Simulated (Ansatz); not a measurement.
**AlBF₂H₄O₂: density, localisation and related maps**

Input file:

```
crystal:
  periodic: [false, false, false]
  atoms:
    - { symbol: B, position_ang: [0.019564, -0.031401, 0.080834] }
    - { symbol: F, position_ang: [-0.358504, -0.943428, 0.972513] }
    - { symbol: F, position_ang: [1.209956, 0.618773, 0.322712] }
    - { symbol: O, position_ang: [-0.59122, 0.185702, -1.093204] }
    - { symbol: H, position_ang: [-1.434938, -0.296983, -1.162721] }
    - { symbol: O, position_ang: [-0.784936, 1.506824, 2.012425] }
    - { symbol: Al, position_ang: [0.86863, 2.103628, 1.968648] }
    - { symbol: H, position_ang: [1.943819, 1.494523, 2.984295] }
    - { symbol: H, position_ang: [1.03511, 3.461994, 1.15484] }
    - { symbol: H, position_ang: [-0.90698, 0.585969, 2.350956] }
basis:
  gaussian: { orbitals: def2-SVP }
hamiltonian:
  xc: pbe
  dispersion: d4
relax:
  f_tol: 0.03
  max_steps: 50
output:
  orbitals: {}
```

Run with:

```sh
ansatz run input.yaml --threads 4 --pin off --max-ram 5120MiB --backend cpu --events-out ev --progress --plain --runs-dir out
```

The fields are those of the run's last geometry, not of the input's.

Computed with RKS PBE-D4/def2-SVP in Ansatz.

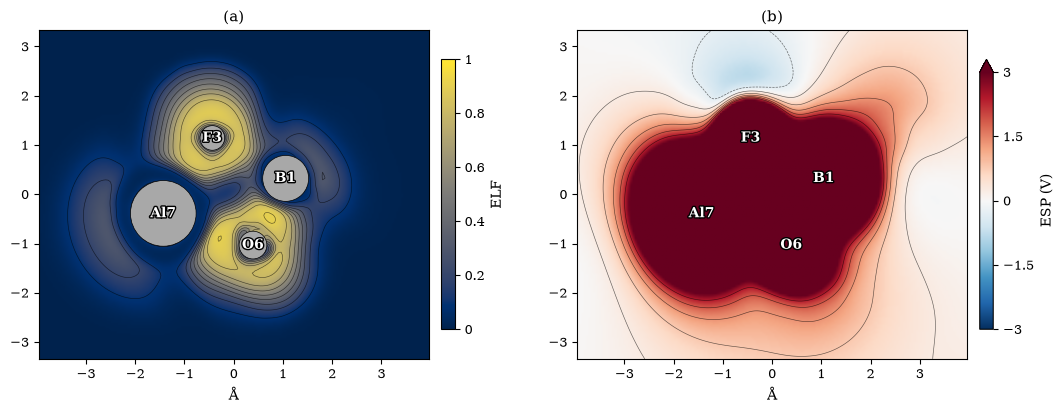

Figure 1. (a) ELF; (b) molecular electrostatic potential on the plane of atoms B1, O6 and Al7. Grey discs cover the atomic cores in the ELF map.

Q: Read the bonding off the picture.

A:
- The plane passes through B, F, O and Al nuclei.
- Al–F (1.83 Å): the ELF peaks at about 0.85 in the valence shell of F, 0.6 Å from its nucleus, and is about 0.30 at the midpoint.
- Al–O (1.93 Å): the ELF peaks at about 0.90 in the valence shell of O, 0.7 Å from its nucleus, and is about 0.45 at the midpoint.
- B–O (1.51 Å): the ELF peaks at about 0.90 between the atoms: a polar covalent bond.
- The ELF also peaks beside F3, away from the bonds: lone-pair regions.
- Outside the dense part of the molecule the potential is most negative (−0.8 V) near F3.

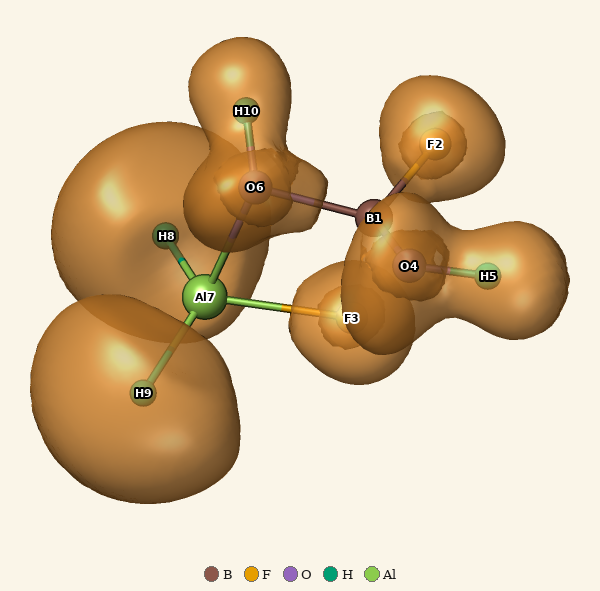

Figure 2. Isosurface of the electron localisation function at 0.75 (orange), seen at a tilt. Core shells and regions of very low density are left out.

Q: Describe the localisation domains.

A: The surface consists of two regions around hydrogen nuclei, one region on F in which the atom's valence shell and bonds are merged, one region wrapped around F (its valence shell) and two joined regions spread over several atoms (H, O), in which their bonds and any lone pairs are merged.


B–F (1.36 Å): the ELF peaks at about 0.85 between the atoms (a polar covalent bond). B–O (1.37 Å): the ELF peaks at about 0.90 between the atoms, as expected for a short, strongly polar bond.

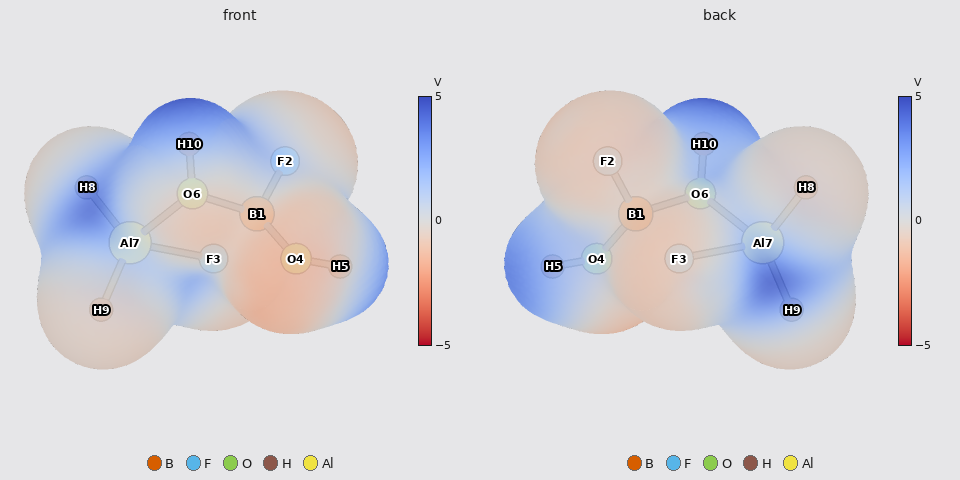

Figure 3. The molecular electrostatic potential painted on the density surface at 0.004 e/bohr³, seen from the front and from behind; red is negative and blue positive.

Q: Which sites attract a positive test charge, and which a negative one?

A: A positive charge is drawn to the negative regions and a negative charge to the positive ones. The most negative region (about −1.5 V) lies over O4, the most positive (about +4.2 V) over Al7 and H10. O4 is the likeliest acceptor of a hydrogen bond.

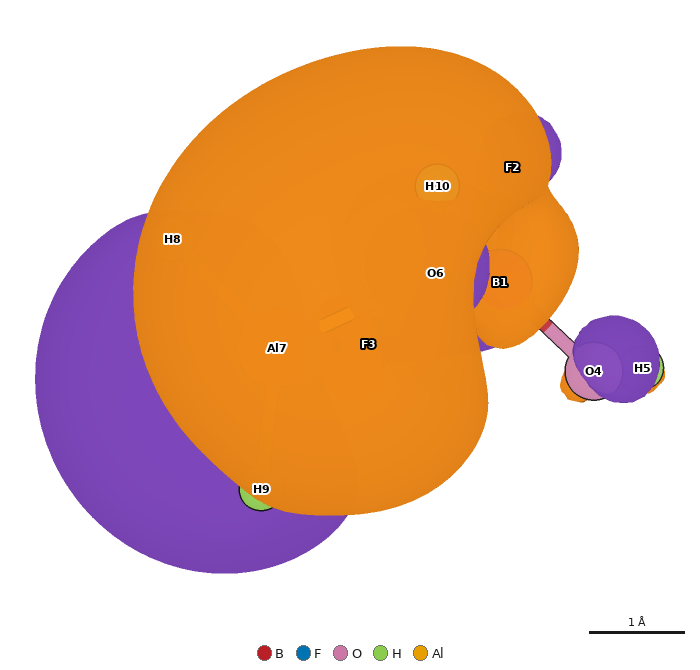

Figure 4. The LUMO at ±0.06 Å⁻³ᐟ² (orange and purple are the two phases), seen at a tilt.

Q: Describe this orbital and give its energy.

A: Its weight (Hirshfeld) is mainly on Al7 (about 60 %), O6 (about 10 %) and H10 (about 10 %). Its energy is −0.91 eV.
